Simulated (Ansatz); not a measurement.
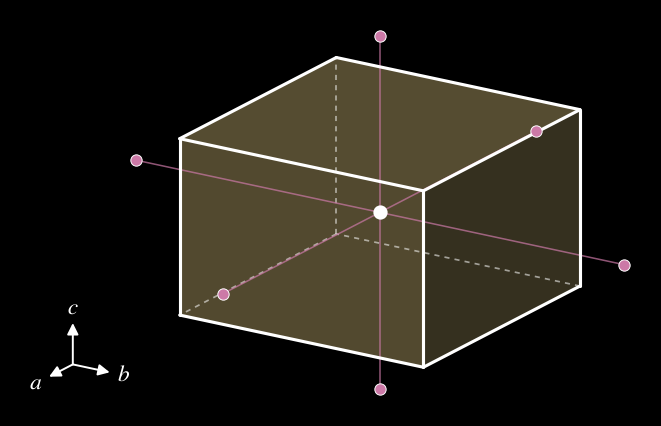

The Wigner–Seitz cell of the crystal's lattice, with lines to the lattice points that define its faces. Crystal: TiO₂, the input geometry of an electronic-structure calculation (not necessarily at equilibrium). The drawing is computed from the coordinates (standard cell, symmetry found to 0.002 Å).

a = 4.623 Å, b = 4.623 Å, c = 2.986 Å, α = 90.00°, β = 90.00°, γ = 90.00°; lattice centring P.

Describe the polyhedron.

A parallelepiped: 6 faces (6 with 4 edges), 12 edges, 8 vertices. Its volume is that of the primitive cell, 63.8 Å³.

Which lattice vectors do the faces bisect?

```
example  length (Å)  faces  edges of each  area (Å²)
      c        2.99      2              4       21.4
      a        4.62      4              4       13.8
```
